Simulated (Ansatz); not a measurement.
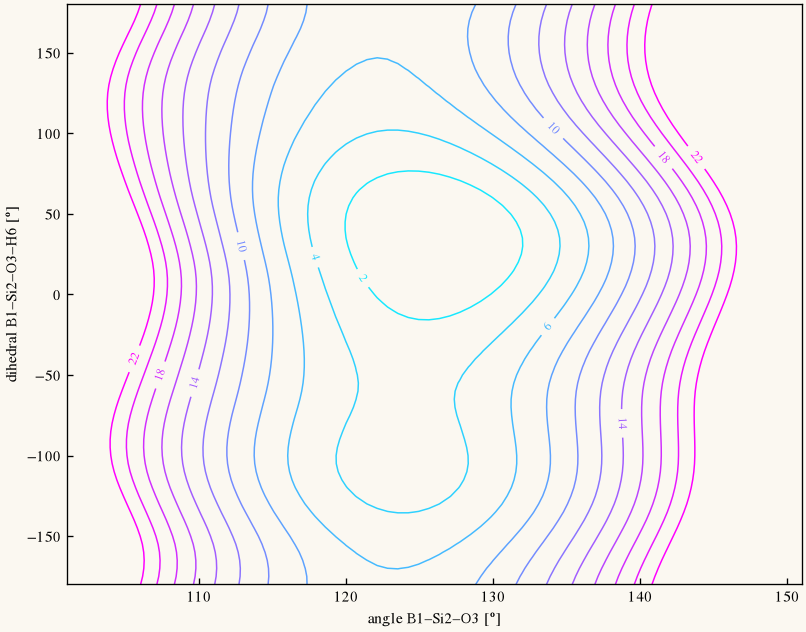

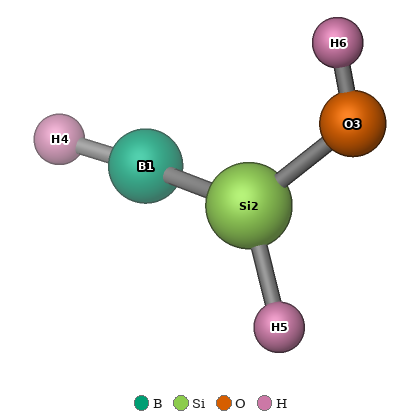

Energy landscape of BH3OSi, SMILES B=[SiH]O. Coordinates scanned: (1) angle B1–Si2–O3; (2) dihedral B1–Si2–O3–H6. Nothing is relaxed (all other coordinates rigid). The grid has 15 × 15 points. Energies are in kJ/mol, from the relaxed molecule at the same level. Theory: Ansatz, RKS PBE0-D4/def2-TZVP.

Drawn: contour lines labelled in kJ/mol (none above 22). Between grid points the surface is interpolated. The second picture is the structure at the lowest point.

What does the map say about the system?

Answer. The lowest grid point is at angle B1–Si2–O3 = 126.0°, dihedral B1–Si2–O3–H6 = 36°, 0.0 kJ/mol from the relaxed molecule at the same level. The highest grid point, angle B1–Si2–O3 = 151.0°, dihedral B1–Si2–O3–H6 = 156°, lies 44.5 kJ/mol above the lowest. Round the minimum the two coordinates are weakly coupled (coupling 0.11 in units of the two stiffnesses).

Grid values (kJ/mol):

```csv
"dihedral B1–Si2–O3–H6 ↓, angle B1–Si2–O3 →",101.0,104.5,108.1,111.7,115.2,118.8,122.4,126.0,129.5,133.1,136.7,140.2,143.8,147.4,151.0
156,29.8,22.7,16.7,12.0,8.8,6.8,6.2,6.9,8.8,12.0,16.4,21.8,28.4,36.0,44.5
132,27.5,21.0,15.4,11.0,8.0,6.1,5.6,6.3,8.2,11.4,15.7,21.1,27.7,35.3,43.8
108,27.4,20.8,15.1,10.6,7.3,5.2,4.4,4.9,6.5,9.5,13.7,18.9,25.3,32.8,41.2
84,29.2,21.9,15.6,10.4,6.6,4.0,2.7,2.8,4.1,6.7,10.6,15.6,21.8,29.1,37.4
60,32.3,24.0,16.6,10.7,6.2,3.0,1.2,0.8,1.8,4.1,7.7,12.4,18.5,25.6,33.8
36,35.9,26.5,18.3,11.6,6.6,2.9,0.7,0.0,0.7,2.8,6.2,10.8,16.8,23.8,31.9
12,37.9,28.0,19.5,12.5,7.4,3.6,1.3,0.5,1.2,3.3,6.7,11.3,17.2,24.2,32.3
−12,36.2,27.0,19.0,12.6,7.8,4.3,2.3,1.8,2.6,4.9,8.4,13.0,19.0,26.0,34.1
−36,32.8,24.7,17.6,12.0,7.8,4.8,3.2,3.0,4.1,6.5,10.2,14.9,21.0,28.0,36.1
−60,29.7,22.5,16.2,11.2,7.4,4.9,3.6,3.6,4.9,7.4,11.2,16.0,22.1,29.2,37.2
−84,27.9,21.1,15.2,10.4,6.9,4.5,3.3,3.4,4.8,7.4,11.2,16.1,22.2,29.3,37.4
−108,28.4,21.4,15.3,10.4,6.7,4.3,3.1,3.2,4.6,7.3,11.1,16.1,22.2,29.4,37.5
−132,31.0,23.4,16.8,11.6,7.7,5.1,3.9,4.0,5.4,8.1,12.0,17.0,23.3,30.6,38.8
−156,33.5,25.4,18.5,13.1,9.2,6.6,5.4,5.6,7.1,9.9,13.9,19.0,25.4,32.8,41.1
−180,32.9,25.0,18.4,13.2,9.6,7.2,6.3,6.7,8.4,11.4,15.7,21.0,27.5,35.0,43.4
```

The input of one point:

```yaml
crystal:
  periodic: [false, false, false]
  atoms:
    - { symbol: B, position_ang: [-1.418966, 0.042413, -0.428055] }
    - { symbol: Si, position_ang: [0.414614, -0.090228, -0.343544] }
    - { symbol: O, position_ang: [1.347294, 0.223123, 0.975509] }
    - { symbol: H, position_ang: [-2.560767, -0.253159, -0.483658] }
    - { symbol: H, position_ang: [1.233087, 0.073392, -1.558923] }
    - { symbol: H, position_ang: [0.992537, -0.01367, 1.833749] }
basis:
  gaussian: { orbitals: def2-TZVP }
hamiltonian:
  xc: pbe0
  dispersion: d4
output:
  forces: true
```

Each point was launched as `ansatz run input.yaml --threads 1 --pin off --max-ram 2560MiB --backend cpu --events-out ev --progress --plain --runs-dir out`. The whole map (225 points run) took 6.7 min on 1 thread of Intel(R) Xeon(R) 6975P-C (Granite Rapids), on a shared host.
